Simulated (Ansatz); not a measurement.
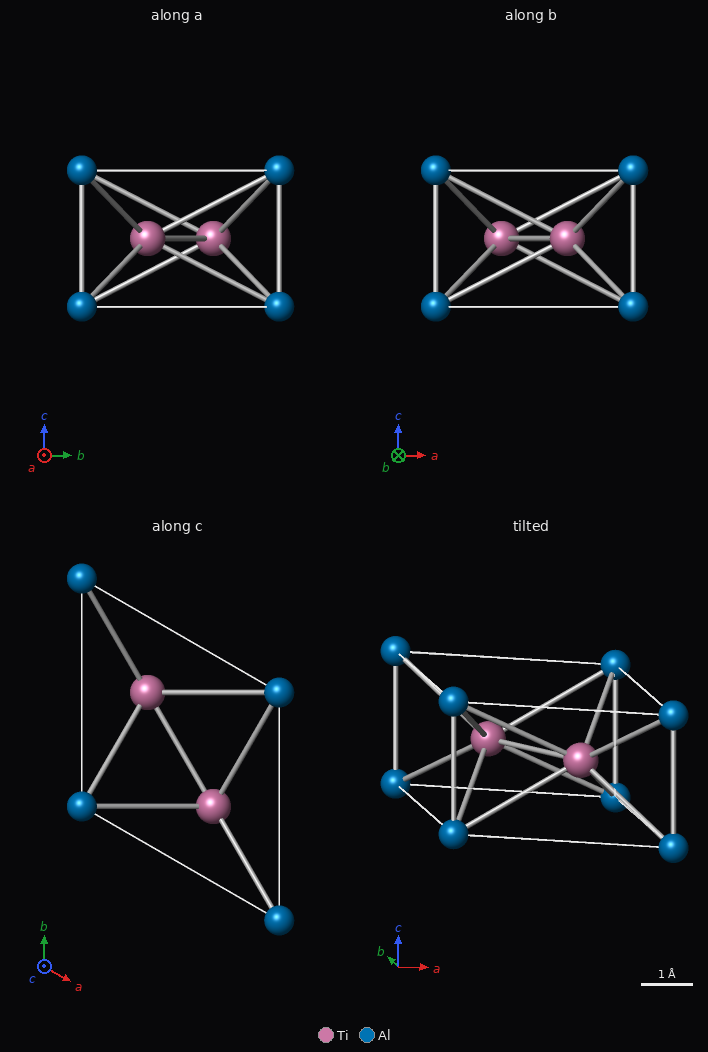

This ball-and-stick model is shown along the a axis, along the b axis, along the c axis and slightly off an axis. The wireframe shows the conventional unit cell.

Lattice parameters: a = 4.5545 Å, b = 4.5545 Å, c = 2.7225 Å, α = 90.000°, β = 90.000°, γ = 120.000°.

### From the views, write a CIF with its space group and independent sites.

```cif
data_structure
_symmetry_space_group_name_H-M 'P 6/m m m'
_symmetry_Int_Tables_number 191
_cell_length_a 4.5545
_cell_length_b 4.5545
_cell_length_c 2.7225
_cell_angle_alpha 90.000
_cell_angle_beta 90.000
_cell_angle_gamma 120.000
_cell_volume 48.91
loop_
_atom_site_label
_atom_site_type_symbol
_atom_site_symmetry_multiplicity
_atom_site_Wyckoff_symbol
_atom_site_fract_x
_atom_site_fract_y
_atom_site_fract_z
_atom_site_occupancy
Ti1 Ti 2 d 0.3333 0.6667 0.5000 1
Al1 Al 1 a 0.0000 0.0000 0.0000 1
```

Its origin is a structure type filled with these elements by a generator (whether the compound takes this form wasn't checked). It is drawn as it came out of a relaxation with DFT PBE, scalar-relativistic, plane waves, PAW in Ansatz.
